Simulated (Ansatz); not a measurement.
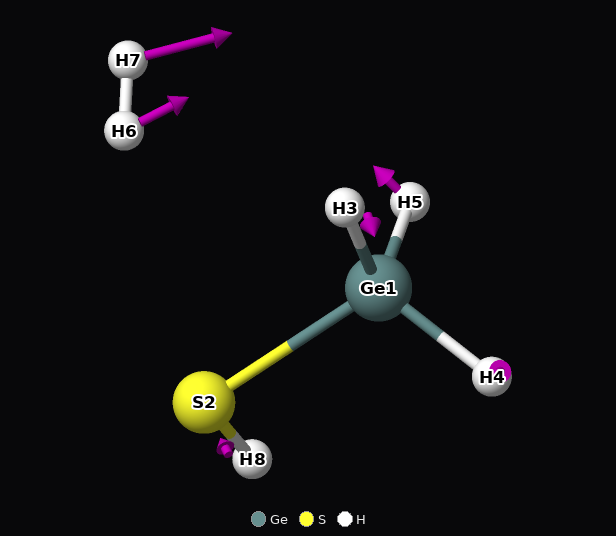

The arrows show one normal mode. Harmonic vibrations computed with RKS PBE0-D4/def2-TZVP (Ansatz 0.2.0) at a stationary point of the same level.

At what wavenumber does it lie?

Answer. 73 cm⁻¹; it is mode 2 of 18 counted from the lowest.
